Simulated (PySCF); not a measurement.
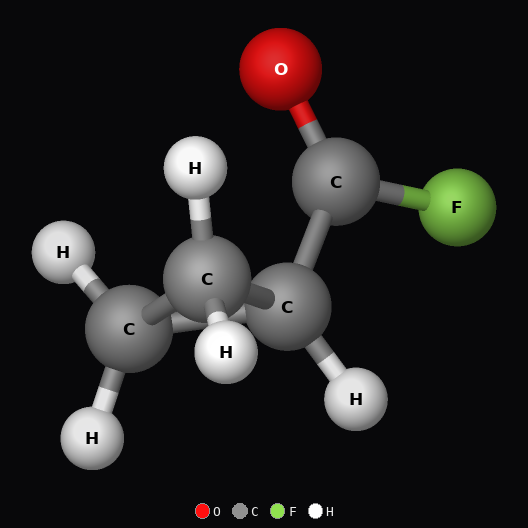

A ball-and-stick model of a molecule. Every bond is drawn as one stick, whatever its order.

Computed geometry: PBE0-D3(BJ)/def2-SVP optimisation. No frequency run is at hand to confirm it as a minimum.

> What is the molecular formula?

C4H5FO, 11 atoms: 4 carbon, 5 hydrogen, 1 fluorine and 1 oxygen.

> Count the bonded pairs by element.

5 C–H, 4 C–C, 1 C–O, 1 C–F.

> Name functional groups in it.

Among them: C–F bond.

The parts below concern this one geometry. Atoms keep their numbers from picture to picture.

### Quadrupole coupling

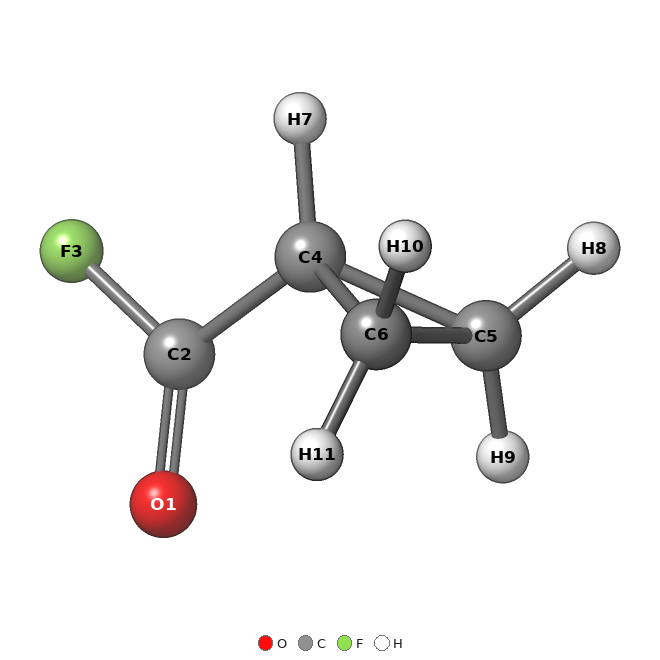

No frequency run is at hand to confirm it as a minimum. Electric field gradients from the ground-state density, B97-2/pcJ-1 (PySCF 2.14.0), non-relativistic apart from any core potentials.

Give the largest field-gradient component, the quadrupole coupling constant and the asymmetry for 17O at O1 (Q = −25.6 mb), 2H at H7 (Q = 2.86 mb), 2H at H8 (Q = 2.86 mb).

```
atom  V_zz (a.u.)  e²qQ/h (MHz)     η
  O1       −1.481          8.91  0.25
  H7        0.292         0.196  0.11
  H8        0.295         0.198  0.07
```

### Electronic properties

No frequency run is at hand to confirm it as a minimum. Method: PBE/pcJ-1, gas phase (PySCF 2.14.0).

> What is the HOMO energy (Kohn–Sham orbital)?

−7.15 eV.

> What is the dipole moment?

3.13 D.

> Estimate the LUMO energy (Kohn–Sham orbital).

−1.43 eV.

### Spin–spin coupling

No frequency run is at hand to confirm it as a minimum. Properties computed with B97-2/pcJ-1 indirect spin-spin coupling, non-relativistic, gas phase (PySCF 2.14.0). Isotopes: 13C, 19F, 1H, 17O.

Give the spin–spin coupling constants of these pairs, with the number of bonds between them: C2/F3, O1/F3, F3/C4, F3/C6, F3/H7, F3/C5.

```tsv
pair	bonds apart	J (Hz)
C2, F3	1	−402.1
O1, F3	2	59.4
F3, C4	2	81.7
F3, C6	3	−2.1
F3, H7	3	−4.6
F3, C5	3	−2.3
```

Density functionals are unreliable for couplings to fluorine, so those rows may be far off.
